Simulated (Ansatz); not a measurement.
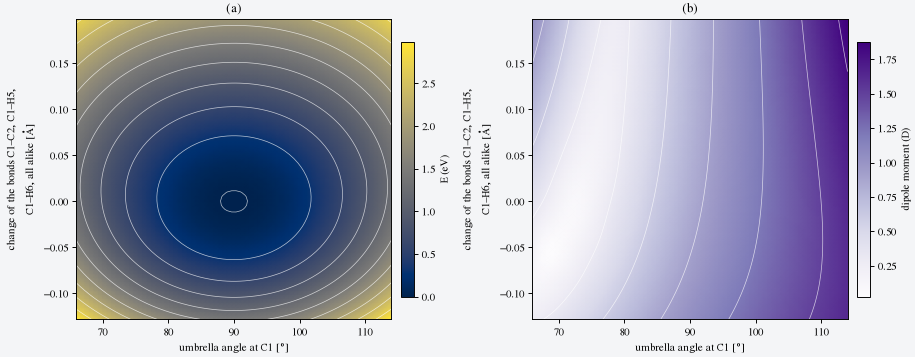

C2H3ClSi, SMILES C=C=[SiH]Cl. 
- First axis: umbrella angle at C1 (between each of its bonds and their common axis; 90 is planar). Second axis: change of the bonds C1–C2, C1–H5, C1–H6, all alike.
- Nothing is relaxed (all other coordinates rigid).
- Grid: 15 × 15 points.
- Points are written as (first, second).
- All energies are given in eV relative to the lowest grid point.
- Method: RKS PBE0-D4/def2-TZVP (Ansatz 0.2.0).

Panel (a) is the energy and panel (b) the computed dipole moment on the same grid.

Drawn: a smooth colour map with a few white contour lines. Between grid points the surface is interpolated.

Q: How does the dipole moment vary over the map, and what is it at the lowest grid point?

A: Leaving out the highest fifth of the energies, it runs from 0.04 D at (69.4°, −0.058 Å) to 1.75 D at (114.0°, 0.105 Å). At the lowest grid point, (90.0°, 0.012 Å), it is 0.82 D.

```
second ↓, first →  66.0  69.4  72.9  76.3  79.7  83.1  86.6  90.0  93.4  96.9  100.3  103.7  107.1  110.6  114.0
            0.198  1.04  0.77  0.50  0.30  0.27  0.40  0.58  0.74  0.89  1.04   1.19   1.34   1.50   1.69   1.88
            0.174  0.97  0.71  0.46  0.28  0.27  0.41  0.58  0.74  0.89  1.04   1.18   1.33   1.49   1.66   1.84
            0.151  0.90  0.65  0.41  0.25  0.27  0.42  0.59  0.75  0.90  1.04   1.18   1.32   1.47   1.64   1.81
            0.128  0.83  0.59  0.37  0.23  0.28  0.43  0.60  0.75  0.90  1.04   1.17   1.31   1.46   1.62   1.78
            0.105  0.75  0.53  0.32  0.20  0.28  0.44  0.61  0.76  0.90  1.04   1.17   1.30   1.44   1.60   1.75
            0.081  0.67  0.46  0.26  0.19  0.30  0.46  0.62  0.77  0.91  1.04   1.17   1.30   1.43   1.58   1.72
            0.058  0.59  0.39  0.21  0.18  0.31  0.48  0.64  0.78  0.92  1.05   1.17   1.29   1.42   1.56   1.70
            0.035  0.51  0.31  0.15  0.18  0.34  0.50  0.66  0.80  0.93  1.05   1.17   1.29   1.41   1.54   1.67
            0.012  0.42  0.24  0.10  0.20  0.37  0.53  0.68  0.82  0.94  1.06   1.18   1.29   1.40   1.53   1.65
           −0.012  0.33  0.15  0.08  0.24  0.40  0.56  0.71  0.84  0.96  1.08   1.19   1.29   1.40   1.52   1.63
           −0.035  0.24  0.06  0.12  0.29  0.45  0.60  0.74  0.87  0.98  1.10   1.20   1.30   1.40   1.51   1.62
           −0.058  0.15  0.04  0.19  0.35  0.50  0.64  0.78  0.90  1.01  1.12   1.22   1.31   1.41   1.51   1.61
           −0.081  0.10  0.13  0.27  0.42  0.56  0.69  0.82  0.94  1.04  1.15   1.24   1.33   1.42   1.52   1.61
           −0.105  0.16  0.24  0.37  0.50  0.63  0.75  0.87  0.98  1.09  1.18   1.27   1.36   1.45   1.53   1.62
           −0.128  0.26  0.35  0.46  0.58  0.70  0.82  0.93  1.04  1.13  1.23   1.31   1.39   1.47   1.56   1.64
```
